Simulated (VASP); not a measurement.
Band structure of PtS2 (1T layered). These are PBE GGA with D4 dispersion, VASP's PBE PAW potentials (set 64) (plane waves; VASP) values and carry that method's errors.

Unless said otherwise, spin-orbit coupling is left out, though it shifts the bands of the heavy elements here.

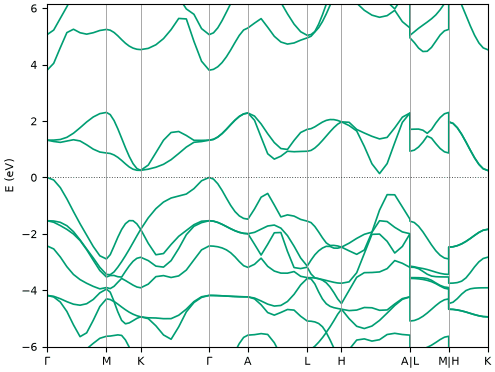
Bands along high-symmetry lines, zero at the valence-band maximum or, without a gap, the Fermi level

**Question.** Read the plot: is there a gap, and where are the band edges?

**Answer.** The gap is indirect, 0.14 eV, from the valence maximum at Γ to the conduction minimum at H-A at 0.56. (Edges off the drawn lines would not show.)

The compound is PtS2 in the 1T layered structure. It was relaxed first.
